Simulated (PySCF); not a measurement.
Vertical excitations of a molecule C2H4O2 from PySCF with TDDFT-PBE/def2-SVPD, as energy in eV (oscillator strength): 5.70 (0.002), 6.92 (0.002), 7.41 (0.056), 7.68 (0.069), 7.70 (0.000), 7.79 (0.014), 8.07 (0.128), 8.37 (0.033), 8.48 (0.010), 8.56 (0.006). Lowest triplet (TDA): 5.12 eV. Geometry optimised at ωB97X-D3(BJ)/def2-SVP. The values are those of a single conformer.

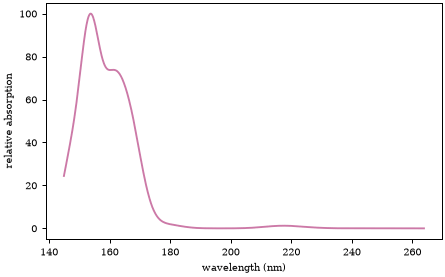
Figure: The lines broadened by 0.4 eV.

Problem. Which molecule gave these data?
A) C1OCO1
B) COC=O
C) CC(=O)O

Solution. B, COC=O
